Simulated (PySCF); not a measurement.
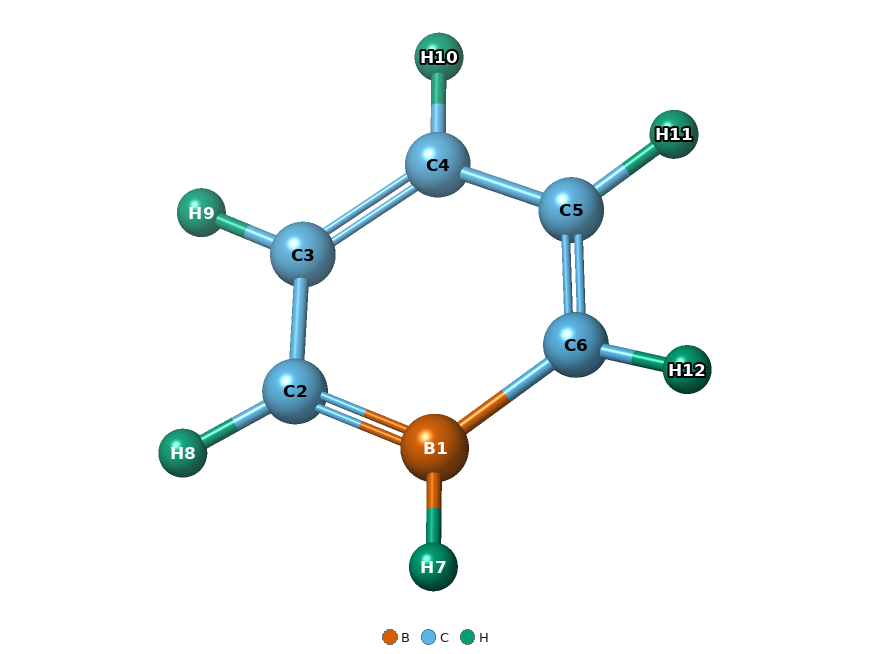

Charge −1, singlet. Computed geometry: GFN2-xTB optimisation. No frequency run is at hand to confirm it as a minimum. Method: delta-SCF UKS SCAN, pcX-2 on the ionised atom, pcseg-1 elsewhere, spin-free X2C (PySCF 2.14.0).

Give the core-electron binding energies (to vacuum) of B1 1s, C2 1s, C3 1s, C4 1s.

```
atom  level  binding energy (eV)
  B1     1s                187.7
  C2     1s                283.5
  C3     1s                284.7
  C4     1s                284.3
```

The geometry is semi-empirical. Around B such bond lengths and angles can be off by a tenth of an ångström or more and by several degrees, and values that hang on the shape move with them.
